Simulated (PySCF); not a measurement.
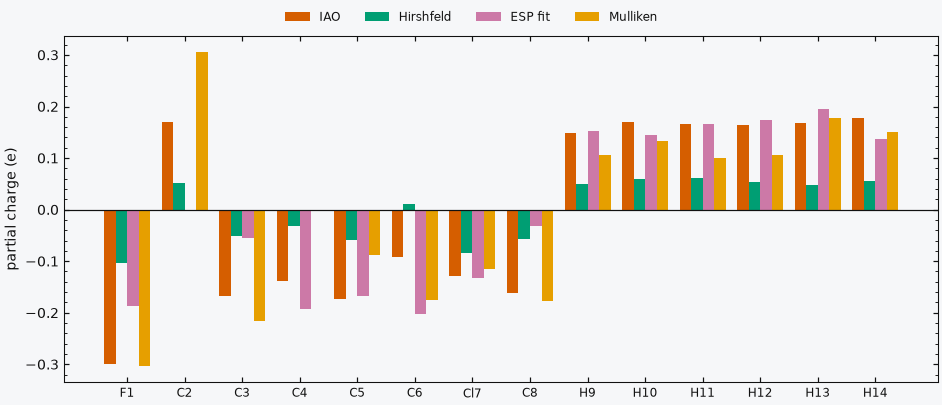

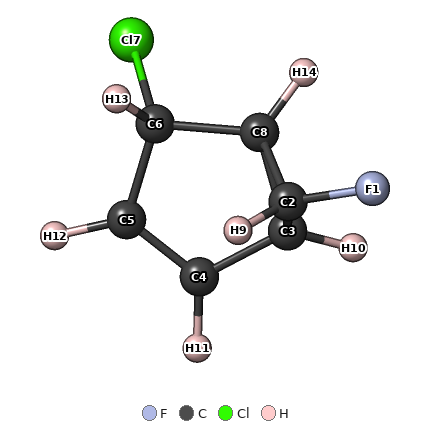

Atomic charges of C₆H₆ClF, SMILES F[C@@H]1[C@H]2C=C[C@H](Cl)[C@@H]12 by 4 schemes, PBE0/pcSseg-1, PySCF, at a GFN2-xTB geometry (no frequency check).

Q: On which atom do the schemes disagree most?

A: On C2: IAO 0.17, Hirshfeld 0.05, ESP fit 0.00, Mulliken 0.31 e.

Q: Which scheme gives the smallest charges overall?

A: Hirshfeld: mean absolute charge Hirshfeld 0.06, ESP fit 0.14, Mulliken 0.15, IAO 0.17 e.

Note: the tight-binding geometry is rougher than a DFT one and adds to the error.
